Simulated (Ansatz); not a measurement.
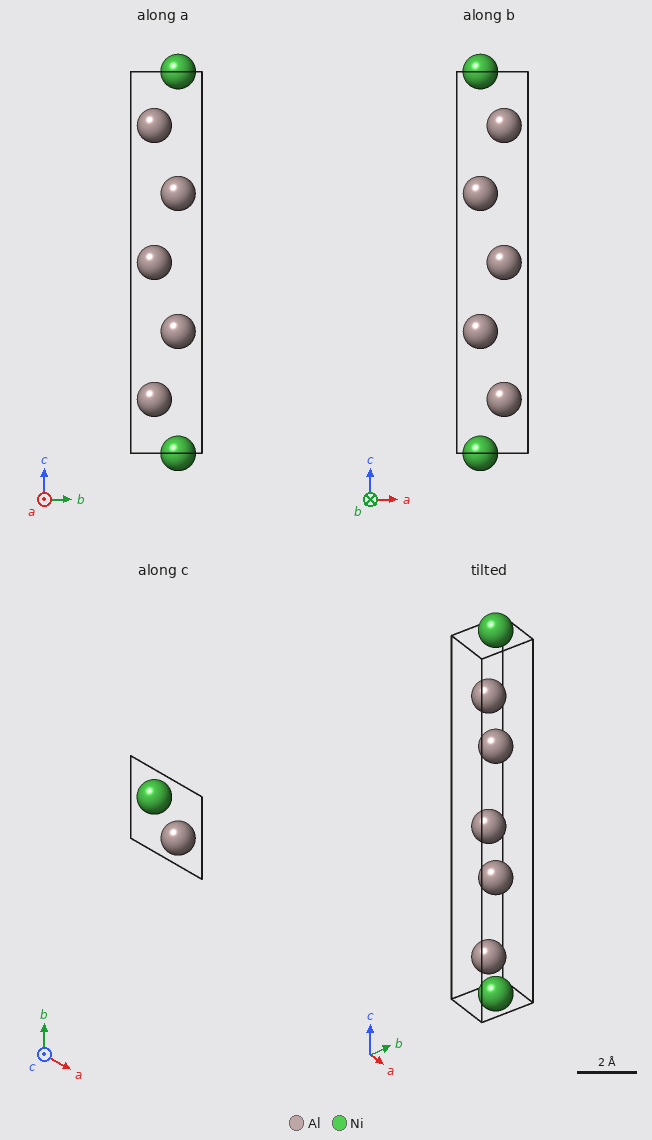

We look at a spheres-only model of the crystal along the a axis, along the b axis, along the c axis and slightly off an axis. The frame is the conventional unit cell; atoms at its boundary are shown with their periodic copies.

Lattice parameters: a = 2.8352 Å, b = 2.8352 Å, c = 13.1309 Å, α = 90.000°, β = 90.000°, γ = 120.000°.

> Give the structure in the form of a CIF with its space group and independent sites, with free fractional coordinates to two decimals.

```cif
data_structure
_symmetry_space_group_name_H-M 'P -6 m 2'
_symmetry_Int_Tables_number 187
_cell_length_a 2.8352
_cell_length_b 2.8352
_cell_length_c 13.1309
_cell_angle_alpha 90.000
_cell_angle_beta 90.000
_cell_angle_gamma 120.000
_cell_volume 91.41
loop_
_atom_site_label
_atom_site_type_symbol
_atom_site_symmetry_multiplicity
_atom_site_Wyckoff_symbol
_atom_site_fract_x
_atom_site_fract_y
_atom_site_fract_z
_atom_site_occupancy
Al1 Al 2 h 0.3333 0.6667 0.68 1
Al2 Al 2 i 0.6667 0.3333 0.86 1
Al3 Al 1 f 0.6667 0.3333 0.50 1
Ni1 Ni 1 c 0.3333 0.6667 0.00 1
```

Starting structure: a structure type filled with these elements by a generator (whether the compound takes this form wasn't checked). The geometry is the end of a relaxation with DFT PBE, scalar-relativistic, plane waves, PAW (Ansatz 0.2.0).
